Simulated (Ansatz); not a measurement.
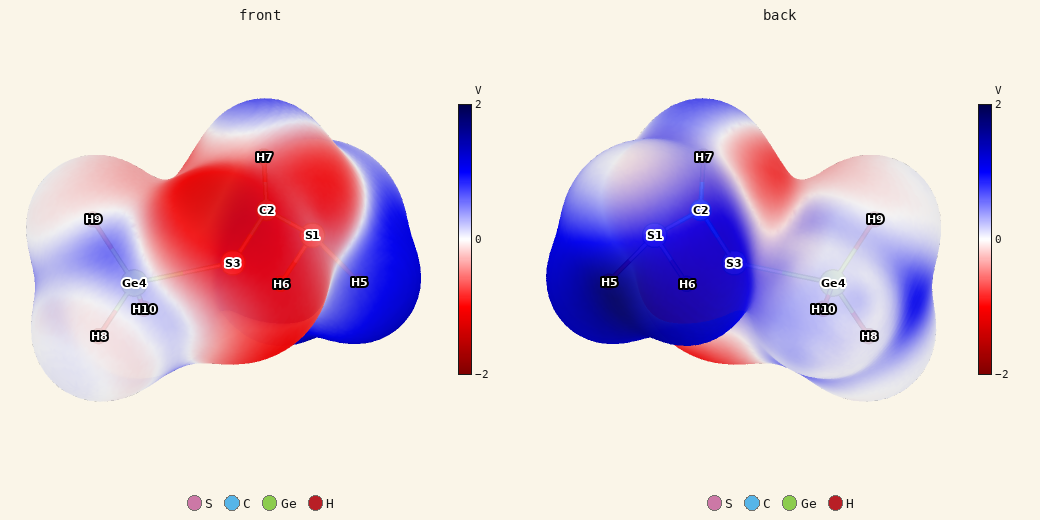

Figure. CH6GeS2. The molecular electrostatic potential painted on the density surface at 0.002 e/bohr³, seen from the front and from behind; the colour scale runs from red (negative) to blue (positive).

Method: Ansatz, RKS PBE0/def2-SVP.

Input file:

```
crystal:
  periodic: [false, false, false]
  atoms:
    - { symbol: S, position_ang: [-0.0195, 1.4502, -1.4609] }
    - { symbol: C, position_ang: [0.8495, 0.9388, -0.0078] }
    - { symbol: S, position_ang: [1.3207, -0.7976, -0.2182] }
    - { symbol: Ge, position_ang: [-0.5734, -1.6242, 0.3074] }
    - { symbol: H, position_ang: [-0.2352, 2.786, -0.9724] }
    - { symbol: H, position_ang: [0.23435, 0.57469, -2.49698] }
    - { symbol: H, position_ang: [0.265, 1.0796, 0.9112] }
    - { symbol: H, position_ang: [-0.5419, -3.1661, 0.2762] }
    - { symbol: H, position_ang: [-1.0526, -1.147, 1.7721] }
    - { symbol: H, position_ang: [-1.6973, -1.1483, -0.6952] }
basis:
  gaussian: { orbitals: def2-SVP }
hamiltonian:
  xc: pbe0
relax:
  f_tol: 0.02
  max_steps: 50
output:
  orbitals: {}
```

Launched as:

```sh
ansatz run input.yaml --threads 2 --pin off --max-ram 3072MiB --backend cpu --events-out ev --progress --plain --runs-dir out
```

The fields are those of the relaxed geometry.

Describe the electrostatic potential map.

Answer. The most negative region (about −1.2 V, or −28 kcal/mol for a unit charge) lies over S3, the most positive (about +1.8 V, or +42 kcal/mol for a unit charge) over S1.
